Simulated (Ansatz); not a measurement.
The calculation's input:

```
crystal:
  periodic: [false, false, false]
  atoms:
    - {symbol: C, position_ang: [-0.902811, 0.325407, -1.793048]}
    - {symbol: O, position_ang: [-1.675850, -0.448108, -2.051417]}
    - {symbol: Te, position_ang: [0.505953, -0.431300, 1.788836]}
    - {symbol: H, position_ang: [0.400149, 1.180050, 1.425337]}
    - {symbol: H, position_ang: [1.672560, -0.626149, 0.630292]}
basis:
  gaussian: {orbitals: "def2-TZVPPD.json"}
hamiltonian: {xc: pbe0, dispersion: d4}
output: {orbitals: {seedname: orbitals}}
```

Command:

```sh
ansatz run in.yaml --threads 2 --pin off --events-out ev --progress --plain --max-ram 5222MiB
```

Geometry: PBE0-D4/def2-TZVP; core potentials replace the inner electrons of Te.

Computed with RKS PBE0-D4/def2-TZVPPD (Ansatz).

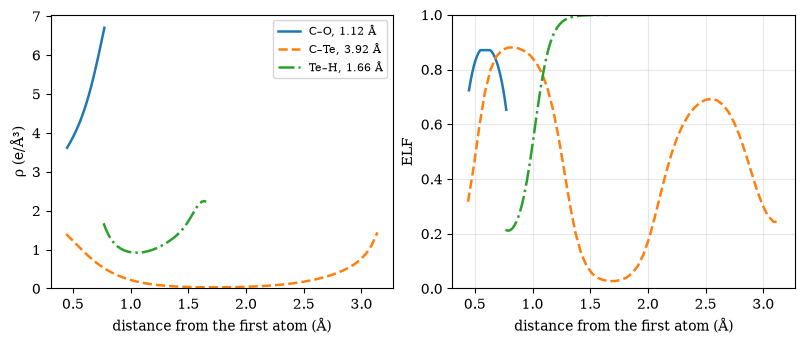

CO···H2Te (SMILES [C-]#[O+].[TeH2]). Electron density and ELF along straight lines between neighbouring atoms. The curves leave out the atomic cores.

> Compare the contacts.

C–O (1.12 Å): ρ is about 4.3 e/Å³ halfway; the ELF peaks at about 0.85 between the atoms; a short, multiple covalent bond.
C1···Te3 (3.92 Å): the density falls to about 0.03 e/Å³ on the way; the ELF dips to about 0 between them: a non-bonded, intermolecular contact.
Te–H (1.66 Å): ρ at the midpoint is about 1.3 e/Å³; the ELF climbs to about 1 towards the hydrogen, as it does in any bond to H.
